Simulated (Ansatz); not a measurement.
# WS: energy against volume

Aim, for WS: follow the energy without spin against volume.

Computed with Ansatz 0.2.0 (DFT r2SCAN+U, scalar-relativistic, plane waves, PAW, unless a step's input says otherwise).

5 further runs of the same task are left out: 5 that didn't finish. Runs told in other sessions of the task aren't counted.

## 1. The system as given

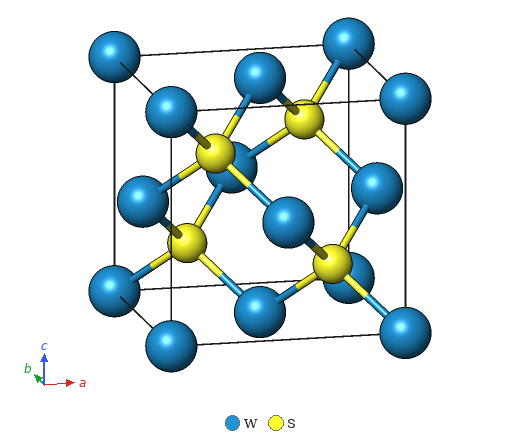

The starting structure, seen slightly off an axis (tungsten blue, sulfur yellow). Atoms on the faces are drawn again on the opposite ones. The cell drawn here is the conventional one.

Coordinates:

```xyz
2
Lattice="0.0000 2.9595 2.9595 2.9595 0.0000 2.9595 2.9595 2.9595 0.0000" Properties=species:S:1:pos:R:3 pbc="T T T"
W     0.0000    0.0000    0.0000
S     1.4797    1.4797    1.4797
```

This cell was relaxed beforehand with the same method: volume 25.92 Å³/atom, gap on the mesh none (metal), site moments up to 2.8 μB.

This is a hypothetical structure, made by putting the elements on a prototype's sites.

## 2. V/V0 = 0.8, start: no spin polarisation

Input file input.yaml:

```yaml
crystal:
  lattice:
    - [0.0, 2.7473288923, 2.7473288923]
    - [2.7473288923, 0.0, 2.7473288923]
    - [2.7473288923, 2.7473288923, 0.0]
  atoms:
    - { symbol: W, position: [0.0, 0.0, 0.0] }
    - { symbol: S, position: [0.25, 0.25, 0.25] }
basis:
  ecutwfc: 500
kpoints:
  mp_grid: { grid: [12, 12, 12] }
hamiltonian:
  xc: r2scan
  hubbard: { sites: [{ species: W, l: d, u_eff: 6.2 }] }
scf:
  occupations: { method: gaussian, width: 0.1 }
output:
  forces: true
  stress: true
  eigenvalues: true
```

Started as:

```
ansatz run input.yaml --threads 1 --pin off --max-ram 2560MiB --backend cpu --events-out ev --progress --plain --runs-dir out
```

What it wrote, cut to the lines that bear on the results:

```text
Warning: RAYON_NUM_THREADS=1 ignored (pool sized by the plan → 1); use --threads N
W: projections on atomic orbitals take those of the free atom [Kr 4d10 4f14] 5s2 5p6 5d4 6s2, of charge +0.00 (hamiltonian.pseudopotentials.projection_atoms); the dataset's partial waves leave at most 6.5e-5 of an orbital's norm unspanned inside its sphere
S: projections on atomic orbitals take those of the free atom [Ne] 3s2 3p4, of charge +0.00 (hamiltonian.pseudopotentials.projection_atoms); the dataset's partial waves leave at most 1.6e-7 of an orbital's norm unspanned inside its sphere
[...]
Pseudopotentials: kind: paw
Pseudopotential: W, paw, valence charge 14, recommended cutoff 500 eV (meta_gga), W.paw.azcp
Pseudopotential: S, paw, valence charge 6, recommended cutoff 500 eV (meta_gga), S.paw.azcp
Functional definition: r2SCAN
[...]
Crystal: 2 atoms, lattice volume = 41.473 Å³
Basis set: ecut = 500 eV, 1067 PW (Γ), exchange–correlation on 120×120×120 points (64 copies of the dense FFT grid, shifted against one another)
Bands: 14, of which v1, the nominal top of the filled ones, is band 10 counted from 1 (9 counted from 0)
Symmetry: 24 space group operations
Space group: F-43m (ITA 216), of the structure as read, at distance tolerance 3.5e-5 Å
k-points: 72 of 1728 (time reversal used)
[...]
SCF iter   1: F=—  HF=-11293.832904 eV  |F-HF|=—  |Δ(HF+E_count)|=         —  Δρ=3.99e-2  dr2=5.01e-1  dr2_τ=4.26e-2  ethr=2.50e-3  ⟨swp⟩=1.0  Hψ=7662  notcnv=0
[...]
iteration 34: the SCF's residuals had fallen too slowly under its mixing. It goes on by minimising its free energy, and can end on another state than longer mixing would; under `scf.algorithm: density_mixing` no SCF does so, but by `scf.convergence.dm_fallback`
[...]
SCF iter  40: F=-11296.095581 eV  HF=-11296.095581 eV  |F-HF|=5.86e-10  |Δ(HF+E_count)|=  1.46e-11  Δρ=2.19e-6  dr2=1.41e-9  dr2_τ=3.06e-10  ethr=7.02e-12  ⟨swp⟩=1.8  Hψ=3995  notcnv=0
[...]
SCF converged after 40 iterations
Free energy (F): -11296.095581 eV
[...]
E sigma→0 (E₀):  -11296.095581 eV
Fermi energy:    11.088513 eV
[...]
--- Forces (eV/Å), atoms counted from 1 ---
  atom   1  W      0.00000000    -0.00000000    -0.00000000
  atom   2  S     -0.00000000     0.00000000    -0.00000000
[...]
--- Stress (GPa, compression-positive) ---
       14.426201       0.000000      -0.000000
       -0.000000      14.426201       0.000000
        0.000000       0.000000      14.426201
  P = ⅓ Tr σ = 14.4262 GPa (144.262 kbar)
--- Band table (eV; the first three rows and the last of 72) ---
  k-point 0: bands = ["-63.5379", "-27.2552", "-27.2552", "-27.2552", "-3.9161", "6.8613", "6.8613", "6.8613", "8.5351", "8.5351", "12.5488", "17.6770", "17.6770", "17.6770"]
[...]
Occupation matrices written to <dir>
```

Wall time 47 s (1 thread of Intel Xeon Platinum 8375C at 2.90GHz (Ice Lake), shared host); peak memory 0.6 GiB.

Result: -5648.0478 eV/atom at zero smearing, pressure 14.43 GPa and a gap of 0.83 eV on the mesh.

## 3. V/V0 = 0.86, start: no spin polarisation

input.yaml: that of step 2 with these lines changed.

```diff
@@ -2,5 +2,5 @@
   lattice:
-    - [0.0, 2.7473288923, 2.7473288923]
-    - [2.7473288923, 0.0, 2.7473288923]
-    - [2.7473288923, 2.7473288923, 0.0]
+    - [0.0, 2.8143631878, 2.8143631878]
+    - [2.8143631878, 0.0, 2.8143631878]
+    - [2.8143631878, 2.8143631878, 0.0]
   atoms:
```

Started as:

```
ansatz run input.yaml --threads 1 --pin off --max-ram 2560MiB --backend cpu --events-out ev --progress --plain --runs-dir out
```

What it wrote, cut to the lines that bear on the results:

```text
Warning: RAYON_NUM_THREADS=1 ignored (pool sized by the plan → 1); use --threads N
W: projections on atomic orbitals take those of the free atom [Kr 4d10 4f14] 5s2 5p6 5d4 6s2, of charge +0.00 (hamiltonian.pseudopotentials.projection_atoms); the dataset's partial waves leave at most 6.5e-5 of an orbital's norm unspanned inside its sphere
S: projections on atomic orbitals take those of the free atom [Ne] 3s2 3p4, of charge +0.00 (hamiltonian.pseudopotentials.projection_atoms); the dataset's partial waves leave at most 1.6e-7 of an orbital's norm unspanned inside its sphere
[...]
[... 4 set-up lines as earlier in the session ...]
[...]
Crystal: 2 atoms, lattice volume = 44.583 Å³
[...]
SCF iter  13: F=-11296.295386 eV  HF=-11296.295386 eV  |F-HF|=1.23e-9  |Δ(HF+E_count)|=   4.91e-7  Δρ=2.90e-6  dr2=2.46e-9  dr2_τ=1.44e-10  ethr=5.00e-10  ⟨swp⟩=6.5  Hψ=5041  notcnv=0
[...]
SCF converged after 13 iterations
Free energy (F): -11296.295386 eV
[...]
E sigma→0 (E₀):  -11296.295386 eV
Fermi energy:    10.139318 eV
[...]
--- Forces (eV/Å), atoms counted from 1 ---
  atom   1  W     -0.00000000     0.00000000     0.00000000
  atom   2  S     -0.00000000     0.00000000     0.00000000
[...]
--- Stress (GPa, compression-positive) ---
        6.570966      -0.000000       0.000000
       -0.000000       6.570966       0.000000
        0.000000       0.000000       6.570966
  P = ⅓ Tr σ = 6.5710 GPa (65.710 kbar)
--- Band table (eV; the first three rows and the last of 72) ---
  k-point 0: bands = ["-64.7778", "-28.4536", "-28.4536", "-28.4536", "-4.5965", "6.1395", "6.1395", "6.1395", "7.4344", "7.4344", "11.2447", "16.4317", "16.4317", "16.4317"]
[...]
Occupation matrices written to <dir>
```

It took 12 s on 1 thread of Intel Xeon Platinum 8375C at 2.90GHz (Ice Lake), shared host; peak memory 0.55 GiB.

This run gives -5648.1477 eV/atom at zero smearing, pressure 6.57 GPa and a gap of 1.27 eV on the mesh.

## 4. V/V0 = 0.92, start: no spin polarisation

input.yaml: that of step 3 with these lines changed.

```diff
@@ -2,5 +2,5 @@
   lattice:
-    - [0.0, 2.8143631878, 2.8143631878]
-    - [2.8143631878, 0.0, 2.8143631878]
-    - [2.8143631878, 2.8143631878, 0.0]
+    - [0.0, 2.8783477796, 2.8783477796]
+    - [2.8783477796, 0.0, 2.8783477796]
+    - [2.8783477796, 2.8783477796, 0.0]
   atoms:
```

Started as:

```
ansatz run input.yaml --threads 1 --pin off --max-ram 2560MiB --backend cpu --events-out ev --progress --plain --runs-dir out
```

What it wrote, cut to the lines that bear on the results:

```text
Warning: RAYON_NUM_THREADS=1 ignored (pool sized by the plan → 1); use --threads N
W: projections on atomic orbitals take those of the free atom [Kr 4d10 4f14] 5s2 5p6 5d4 6s2, of charge +0.00 (hamiltonian.pseudopotentials.projection_atoms); the dataset's partial waves leave at most 6.5e-5 of an orbital's norm unspanned inside its sphere
S: projections on atomic orbitals take those of the free atom [Ne] 3s2 3p4, of charge +0.00 (hamiltonian.pseudopotentials.projection_atoms); the dataset's partial waves leave at most 1.6e-7 of an orbital's norm unspanned inside its sphere
[...]
[... 4 set-up lines as earlier in the session ...]
[...]
Crystal: 2 atoms, lattice volume = 47.694 Å³
[...]
The result is that of the SCF that stage 1 started: 3.2 eV lower in free energy than the state whose close was followed first; 18 iterations were spent on what was left
SCF converged after 6 iterations
Free energy (F): -11296.364708 eV
[...]
E sigma→0 (E₀):  -11296.364708 eV
Fermi energy:    9.284450 eV
[...]
--- Forces (eV/Å), atoms counted from 1 ---
  atom   1  W     -0.00000000     0.00000000    -0.00000000
  atom   2  S     -0.00000000     0.00000000     0.00000000
[...]
--- Stress (GPa, compression-positive) ---
        0.878994      -0.000000      -0.000000
        0.000000       0.878994       0.000000
       -0.000000       0.000000       0.878994
  P = ⅓ Tr σ = 0.8790 GPa (8.790 kbar)
--- Band table (eV; the first three rows and the last of 72) ---
  k-point 0: bands = ["-65.8751", "-29.5180", "-29.5180", "-29.5180", "-5.1927", "5.4974", "5.4974", "5.4974", "6.4621", "6.4621", "10.0957", "15.3056", "15.3056", "15.3056"]
[...]
Occupation matrices written to <dir>
```

Wall time 54 s (1 thread of Intel Xeon Platinum 8375C at 2.90GHz (Ice Lake), shared host); peak memory 0.57 GiB.

Read-out: -5648.1824 eV/atom at zero smearing, pressure 0.88 GPa and a gap of 1.63 eV on the mesh.

## 5. V/V0 = 0.96, start: no spin polarisation

input.yaml: that of step 4 with these lines changed.

```diff
@@ -2,5 +2,5 @@
   lattice:
-    - [0.0, 2.8783477796, 2.8783477796]
-    - [2.8783477796, 0.0, 2.8783477796]
-    - [2.8783477796, 2.8783477796, 0.0]
+    - [0.0, 2.9194725898, 2.9194725898]
+    - [2.9194725898, 0.0, 2.9194725898]
+    - [2.9194725898, 2.9194725898, 0.0]
   atoms:
@@ -21 +21,5 @@
   eigenvalues: true
+  write_density: true
+  write_potential: true
+  elf: true
+  volumetric_format: npy
```

Started as:

```
ansatz run input.yaml --threads 1 --pin off --max-ram 2560MiB --backend cpu --events-out ev --progress --plain --runs-dir out
```

What it wrote, cut to the lines that bear on the results:

```text
Warning: RAYON_NUM_THREADS=1 ignored (pool sized by the plan → 1); use --threads N
W: projections on atomic orbitals take those of the free atom [Kr 4d10 4f14] 5s2 5p6 5d4 6s2, of charge +0.00 (hamiltonian.pseudopotentials.projection_atoms); the dataset's partial waves leave at most 6.5e-5 of an orbital's norm unspanned inside its sphere
S: projections on atomic orbitals take those of the free atom [Ne] 3s2 3p4, of charge +0.00 (hamiltonian.pseudopotentials.projection_atoms); the dataset's partial waves leave at most 1.6e-7 of an orbital's norm unspanned inside its sphere
[...]
[... 4 set-up lines as earlier in the session ...]
[...]
Crystal: 2 atoms, lattice volume = 49.767 Å³
[...]
SCF iter  13: F=-11296.356771 eV  HF=-11296.356771 eV  |F-HF|=5.02e-8  |Δ(HF+E_count)|=   1.73e-6  Δρ=1.31e-5  dr2=5.92e-8  dr2_τ=3.98e-9  ethr=5.00e-10  ⟨swp⟩=8.2  Hψ=7645  notcnv=0
[...]
SCF converged after 13 iterations
Free energy (F): -11296.356771 eV
[...]
E sigma→0 (E₀):  -11296.356771 eV
Fermi energy:    8.622328 eV
[...]
--- Forces (eV/Å), atoms counted from 1 ---
  atom   1  W     -0.00000000    -0.00000000     0.00000000
  atom   2  S     -0.00000000     0.00000000     0.00000000
[...]
--- Stress (GPa, compression-positive) ---
       -2.001393       0.000000       0.000000
        0.000000      -2.001393       0.000000
        0.000000       0.000000      -2.001393
  P = ⅓ Tr σ = -2.0014 GPa (-20.014 kbar)
--- Band table (eV; the first three rows and the last of 72) ---
  k-point 0: bands = ["-66.5393", "-30.1639", "-30.1639", "-30.1639", "-5.5511", "5.1079", "5.1079", "5.1079", "5.8736", "5.8736", "9.4030", "14.6123", "14.6123", "14.6123"]
[...]
Occupation matrices written to <dir>
```

Run time: 17 s. Hardware: 1 thread of Intel Xeon Platinum 8375C at 2.90GHz (Ice Lake), shared host; peak memory 0.61 GiB.

Axes a, b and c in the maps are those of this run's conventional cell (a, b, c = 5.839, 5.839, 5.839 Å).

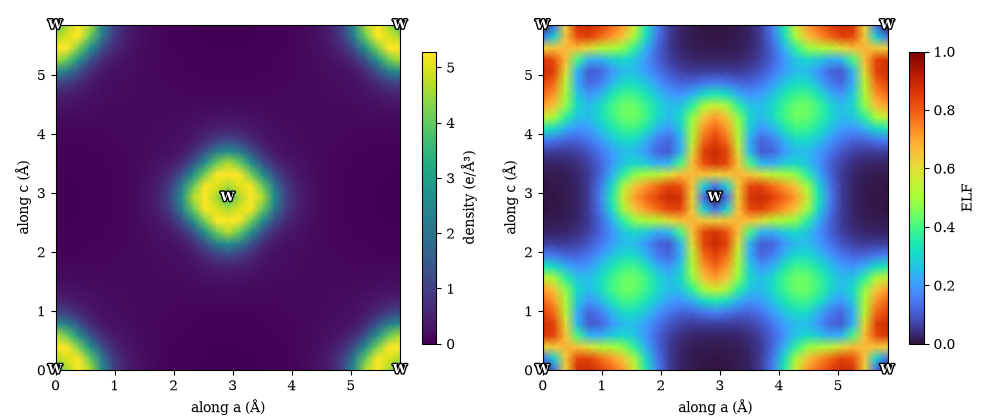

Density (left) and ELF (right) in a lattice plane of the grid's cell (edges 5.84 and 5.84 Å, at 0.000 of the third edge), which holds W. Only atoms in the plane are labelled. Both are smooth fields of the valence electrons: close to the nuclei they are not physical.

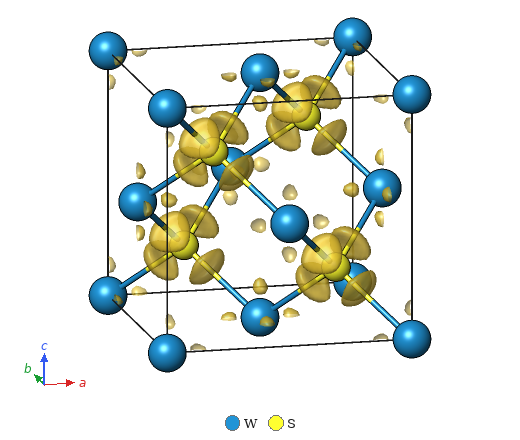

Surface of ELF = 0.85, drawn in one cell.

Maxima of ELF outside the ion cores: 0.91 on the S–W line, 0.8 Å from S.

This run gives -5648.1784 eV/atom at zero smearing, pressure -2.00 GPa and a gap of 1.57 eV on the mesh.

## 6. V/V0 = 1.04, start: no spin polarisation

input.yaml: that of step 5 with these lines changed.

```diff
@@ -2,5 +2,5 @@
   lattice:
-    - [0.0, 2.9194725898, 2.9194725898]
-    - [2.9194725898, 0.0, 2.9194725898]
-    - [2.9194725898, 2.9194725898, 0.0]
+    - [0.0, 2.9984152005, 2.9984152005]
+    - [2.9984152005, 0.0, 2.9984152005]
+    - [2.9984152005, 2.9984152005, 0.0]
   atoms:
```

Started as:

```
ansatz run input.yaml --threads 1 --pin off --max-ram 2560MiB --backend cpu --events-out ev --progress --plain --runs-dir out
```

What it wrote, cut to the lines that bear on the results:

```text
[...]
SCF converged after 13 iterations
Free energy (F): -11296.247309 eV
[...]
E sigma→0 (E₀):  -11296.247309 eV
Fermi energy:    7.435476 eV
[...]
--- Forces (eV/Å), atoms counted from 1 ---
  atom   1  W     -0.00000000    -0.00000000     0.00000000
  atom   2  S     -0.00000000    -0.00000000    -0.00000000
[...]
--- Stress (GPa, compression-positive) ---
       -6.147428       0.000000       0.000000
       -0.000000      -6.147428       0.000000
        0.000000       0.000000      -6.147428
  P = ⅓ Tr σ = -6.1474 GPa (-61.474 kbar)
--- Band table (eV; the first three rows and the last of 72) ---
  k-point 0: bands = ["-67.7316", "-31.3268", "-31.3268", "-31.3268", "-6.1901", "4.4089", "4.4089", "4.4089", "4.8143", "4.8143", "8.1661", "13.3471", "13.3471", "13.3471"]
[...]
Occupation matrices written to <dir>
```

Run time: 24 s. Hardware: 1 thread of Intel Xeon Platinum 8375C at 2.90GHz (Ice Lake), shared host; peak memory 0.6 GiB.

Axes a, b and c in the maps are those of this run's conventional cell (a, b, c = 5.997, 5.997, 5.997 Å).

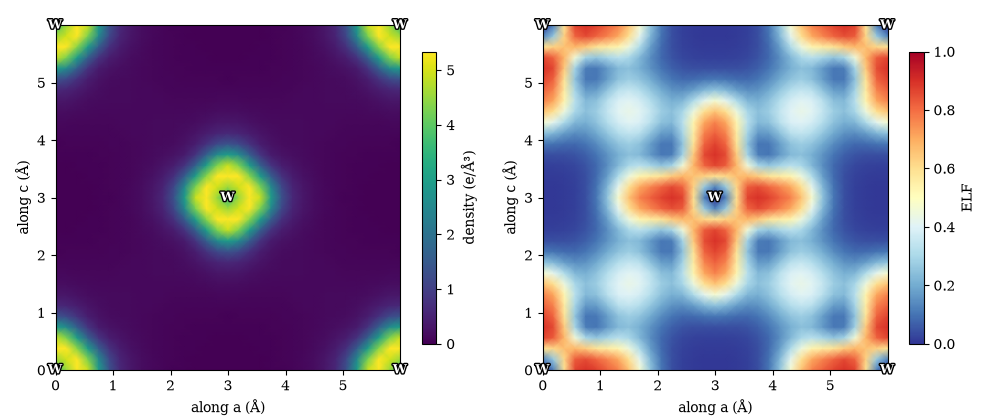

Density (left) and ELF (right) in a lattice plane of the grid's cell (edges 6.00 and 6.00 Å, at 0.000 of the third edge), which holds W. Only atoms in the plane are labelled. Both are smooth fields of the valence electrons: close to the nuclei they are not physical.

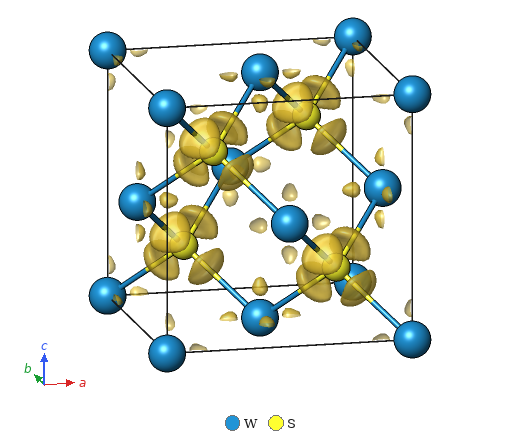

Surface of ELF = 0.85, drawn in one cell.

The highest ELF values outside the cores: 0.91 on the S–W line, 1.0 Å from S.

This run gives -5648.1237 eV/atom at zero smearing, pressure -6.15 GPa and a gap of 1.47 eV on the mesh.

## 7. V/V0 = 1.1, start: no spin polarisation

Input file input.yaml:

```yaml
crystal:
  lattice:
    - [0.0, 3.0550023794, 3.0550023794]
    - [3.0550023794, 0.0, 3.0550023794]
    - [3.0550023794, 3.0550023794, 0.0]
  atoms:
    - { symbol: W, position: [0.0, 0.0, 0.0] }
    - { symbol: S, position: [0.25, 0.25, 0.25] }
basis:
  ecutwfc: 500
kpoints:
  mp_grid: { grid: [12, 12, 12] }
hamiltonian:
  xc: r2scan
  hubbard: { sites: [{ species: W, l: d, u_eff: 6.2 }] }
scf:
  occupations: { method: gaussian, width: 0.1 }
output:
  forces: true
  stress: true
  eigenvalues: true
```

Started as:

```
ansatz run input.yaml --threads 1 --pin off --max-ram 2560MiB --backend cpu --events-out ev --progress --plain --runs-dir out
```

What it wrote, cut to the lines that bear on the results:

```text
[...]
The result is that of the SCF that stage 1 started: 4.3 eV lower in free energy than the state whose close was followed first; 23 iterations were spent on what was left
SCF converged after 7 iterations
Free energy (F): -11296.106631 eV
[...]
E sigma→0 (E₀):  -11296.106631 eV
Fermi energy:    6.649781 eV
[...]
--- Forces (eV/Å), atoms counted from 1 ---
  atom   1  W     -0.00000000    -0.00000000    -0.00000000
  atom   2  S     -0.00000000     0.00000000     0.00000000
[...]
--- Stress (GPa, compression-positive) ---
       -8.223421       0.000000      -0.000000
       -0.000000      -8.223421       0.000000
       -0.000000       0.000000      -8.223421
  P = ⅓ Tr σ = -8.2234 GPa (-82.234 kbar)
--- Band table (eV; the first three rows and the last of 72) ---
  k-point 0: bands = ["-68.5242", "-32.1023", "-32.1023", "-32.1023", "-6.6124", "3.9448", "3.9448", "3.9448", "4.1077", "4.1077", "7.3491", "12.4928", "12.4928", "12.4928"]
[...]
Occupation matrices written to <dir>
```

Run time: 76 s. Hardware: 1 thread of Intel Xeon Platinum 8375C at 2.90GHz (Ice Lake), shared host; peak memory 0.61 GiB.

This run gives -5648.0533 eV/atom at zero smearing, pressure -8.22 GPa and a gap of 1.41 eV on the mesh.

## 8. V/V0 = 1.18, start: no spin polarisation

input.yaml: that of step 7 with these lines changed.

```diff
@@ -2,5 +2,5 @@
   lattice:
-    - [0.0, 3.0550023794, 3.0550023794]
-    - [3.0550023794, 0.0, 3.0550023794]
-    - [3.0550023794, 3.0550023794, 0.0]
+    - [0.0, 3.1273368353, 3.1273368353]
+    - [3.1273368353, 0.0, 3.1273368353]
+    - [3.1273368353, 3.1273368353, 0.0]
   atoms:
```

Started as:

```
ansatz run input.yaml --threads 1 --pin off --max-ram 2560MiB --backend cpu --events-out ev --progress --plain --runs-dir out
```

What it wrote, cut to the lines that bear on the results:

```text
[...]
SCF converged after 13 iterations
Free energy (F): -11295.868256 eV
[...]
E sigma→0 (E₀):  -11295.868256 eV
Fermi energy:    5.719399 eV
[...]
--- Forces (eV/Å), atoms counted from 1 ---
  atom   1  W     -0.00000000    -0.00000000     0.00000000
  atom   2  S     -0.00000000     0.00000000    -0.00000000
[...]
--- Stress (GPa, compression-positive) ---
      -10.042661      -0.000000      -0.000000
       -0.000000     -10.042661       0.000000
       -0.000000       0.000000     -10.042661
  P = ⅓ Tr σ = -10.0427 GPa (-100.427 kbar)
--- Band table (eV; the first three rows and the last of 72) ---
  k-point 0: bands = ["-69.4689", "-33.0288", "-33.0288", "-33.0288", "-7.1134", "3.2622", "3.2622", "3.3933", "3.3933", "3.3933", "6.3825", "11.4654", "11.4654", "11.4654"]
[...]
Occupation matrices written to <dir>
```

Wall time 22 s (1 thread of Intel Xeon Platinum 8375C at 2.90GHz (Ice Lake), shared host); peak memory 0.68 GiB.

Read-out: -5647.9341 eV/atom at zero smearing, pressure -10.04 GPa and a gap of 1.34 eV on the mesh.

## 9. The sweep of the volume side by side

The cell is scaled evenly at fixed fractional positions; V0 is the volume of the base cell. Start: no spin polarisation.

```csv
V/V0,energy above the lowest (meV/atom),pressure (GPa)
0.80,135,14.4
0.86,34.7,6.6
0.92,0.00,0.9
0.96,3.97,-2.0
1.00,24.7,-4.3
1.04,58.7,-6.1
1.10,129,-8.2
1.18,248,-10.0
```

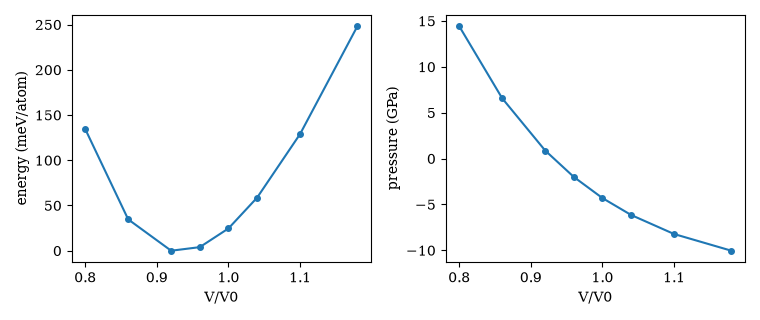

Energy above the lowest point and pressure against volume.

## 10. What came out

```
                                  quantity        value
lowest point, start “no spin polarisation”  V/V0 = 0.92
```

In words: For the start “no spin polarisation” the lowest point lies at V/V0 = 0.92. The pressure passes through zero near V/V0 = 0.932, about 24.16 Å³/atom. The base cell is magnetic, so this curve without spin is not the ground state's. These runs have no spin-orbit coupling; with W it would split and shift bands.
